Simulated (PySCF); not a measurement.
C$_{5}$H$_{8}$O (charge −1, doublet)

```xyz
14

C     1.7645   -0.0512   -0.4077
C     0.8574    0.8792    0.3756
O     1.3397    1.9407    0.9635
C    -0.5541    0.5410    0.4883
C    -1.4319   -0.0309   -0.6406
C    -1.1245   -0.8824    0.5667
H     1.3989   -0.2308   -1.4287
H     2.7562    0.3953   -0.4753
H     1.8730   -1.0386    0.0708
H    -1.0814    1.2569    1.1150
H    -0.9669   -0.3059   -1.5769
H    -2.4455    0.3364   -0.7562
H    -0.4523   -1.7171    0.4262
H    -1.9337   -1.0931    1.2573
```

Geometry: GFN2-xTB.

Theory: PySCF, UKS B3LYP, pcH-1 on C H O, non-relativistic, mean-field spin-orbit, GIAO.

Predict the electron density, electron localisation function and spin density between the atoms.

Answer. C–O (1.31 Å): the density is about 2.6 e/Å³ at the midpoint; the ELF peaks at about 0.85 between the atoms, as expected for a polar covalent bond.
C–C (1.46 Å): the density is about 1.8 e/Å³ at the midpoint; the ELF peaks at about 0.95 between the atoms: localised, covalent bonding.
C–H (1.09 Å): ρ at the midpoint is about 2 e/Å³; the ELF climbs to about 1 towards the hydrogen, as it does in any bond to H; an ordinary covalent bond to hydrogen.
C–C (1.52 Å): ρ is about 1.6 e/Å³ halfway; the ELF peaks at about 0.95 between the atoms; localised, covalent bonding.
The unpaired spin (1 electron) lies mostly on C2 (about 0.4) and O3 (about 0.3), in electrons by Hirshfeld's partition.

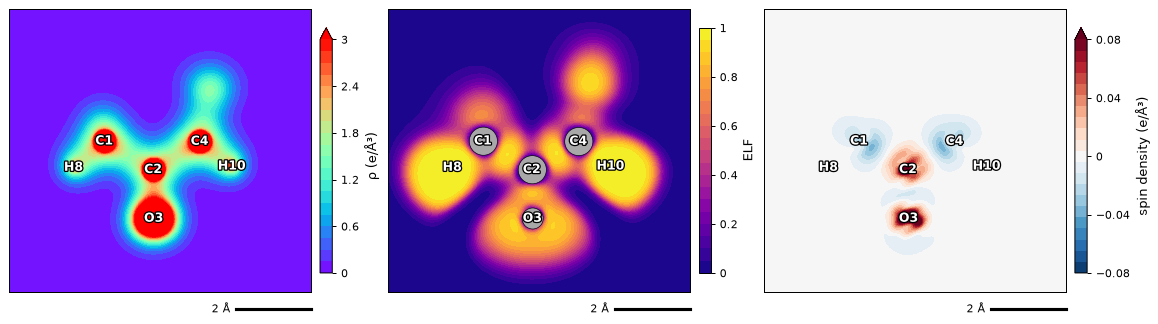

Computed electron density, electron localisation function and spin density on the plane of atoms O3, C2 and C4, in this order. Grey discs cover the atomic cores in the ELF map. 
